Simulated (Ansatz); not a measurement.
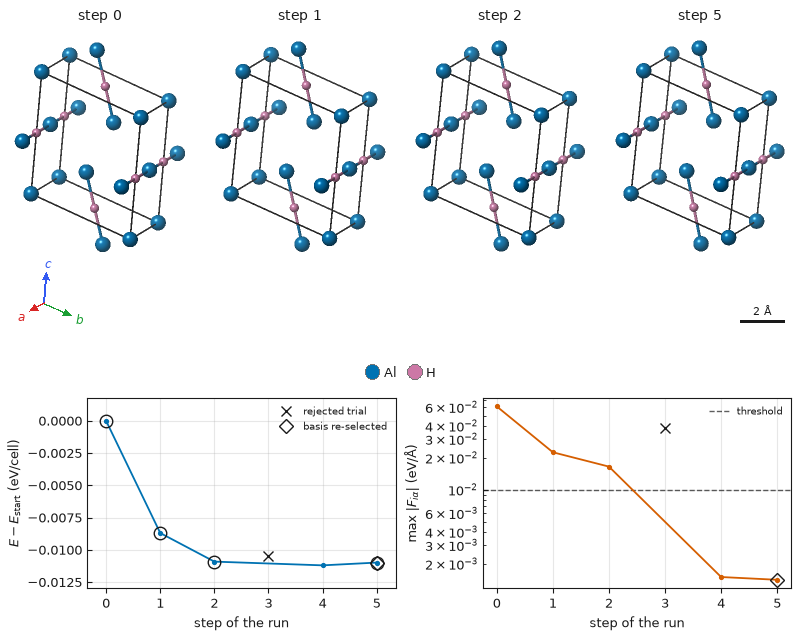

Frames of a relaxation of solid Al₂H (a generated structure, set up in P-1), marked on the history of the run. The picture is a ball-and-stick view of the cell of the calculation, seen slightly off an axis.

Level of theory: DFT PBE, scalar-relativistic, plane waves, PAW in Ansatz 0.2.0. Set-up: plane-wave cutoff 420 eV; k-point mesh 12 × 8 × 8; occupations gaussian; smearing width 0.1 eV; no spin polarisation; cell and atoms relaxed; force threshold 0.01 eV/Å; at most 80 steps.

### Describe the path.

The largest moves relative to the cell, 0.031 Å, are those of Al atoms. H stays in place. The drawn cell changes as follows: a 3.398 → 3.370 Å (−0.8 %), b 5.106 → 5.007 Å (−1.9 %), c 5.589 → 5.640 Å (+0.9 %), α 108.9° → 107.4°, β 103.5° → 103.2°, γ 92.4° → 92.9°; the volume changes by −0.9 %. Near-neighbour distances that change, for instance: Al–H 1.699 → 1.685 Å, Al–H 1.736 → 1.743 Å. The space group stays P-1 (No. 2). The energy falls by 11.0 meV per cell of the calculation in 3 accepted moves (5 points after the start). Largest force component: 0.061 eV/Å at the start, 0.0014 eV/Å at the end. The pressure goes from −0.07 to 0.00 GPa. The line search rejected the trial step at point 3 of the run. The SCF was repeated once at an unchanged geometry on a basis and grid sized afresh for the cell, which shifted the energy by 0.2 meV per cell of the calculation at most. Cost: 2.7 min on 1 thread of Arm Neoverse V2 (shared host), peak memory 0.68 GiB. From step 0 to 1: volume −0.4 %, energy −8.7 meV per cell of the calculation. From step 1 to 2: Al atoms move most (0.02 Å), volume −0.5 %, energy −2.2 meV per cell of the calculation. From step 2 to 5: energy −0.1 meV per cell of the calculation.

```json
{"step": "0", "E − E(0), meV/atom": "0.00", "largest force component, eV/Å": "0.0610", "pressure, GPa": "-0.07", "volume, Å³/atom": "14.748", "note": ""}
{"step": "1", "E − E(0), meV/atom": "-1.45", "largest force component, eV/Å": "0.0225", "pressure, GPa": "-0.06", "volume, Å³/atom": "14.693", "note": ""}
{"step": "2", "E − E(0), meV/atom": "-1.82", "largest force component, eV/Å": "0.0165", "pressure, GPa": "0.04", "volume, Å³/atom": "14.619", "note": ""}
{"step": "3", "E − E(0), meV/atom": "-1.74", "largest force component, eV/Å": "0.0379", "pressure, GPa": "-0.12", "volume, Å³/atom": "14.631", "note": "rejected"}
{"step": "4", "E − E(0), meV/atom": "-1.87", "largest force component, eV/Å": "0.0015", "pressure, GPa": "0.00", "volume, Å³/atom": "14.616", "note": ""}
{"step": "5", "E − E(0), meV/atom": "-1.83", "largest force component, eV/Å": "0.0014", "pressure, GPa": "0.00", "volume, Å³/atom": "14.616", "note": "same geometry, new basis"}
```
